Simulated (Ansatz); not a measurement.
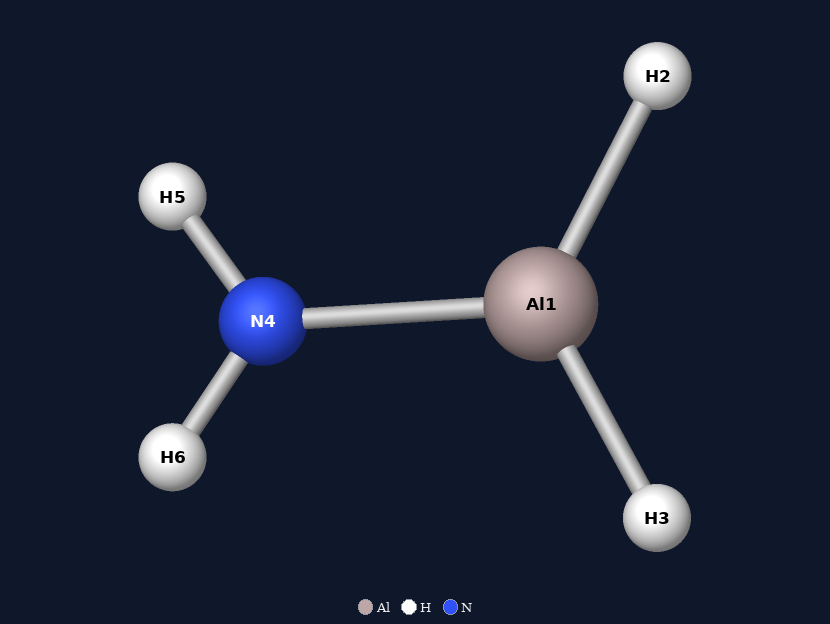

Sticks follow a distance rule. Harmonic vibrations computed with RKS PBE0-D4/def2-TZVP (Ansatz 0.2.0) at a stationary point of the same level.

How many imaginary frequencies does it have?

Answer. A minimum: no imaginary frequency, and the lowest mode lies at 423 cm⁻¹.

List the wavenumbers.

Answer. 12 modes: 423, 443, 494, 606, 735, 752, 834, 1568, 1935, 1940, 3607, 3698 cm⁻¹.
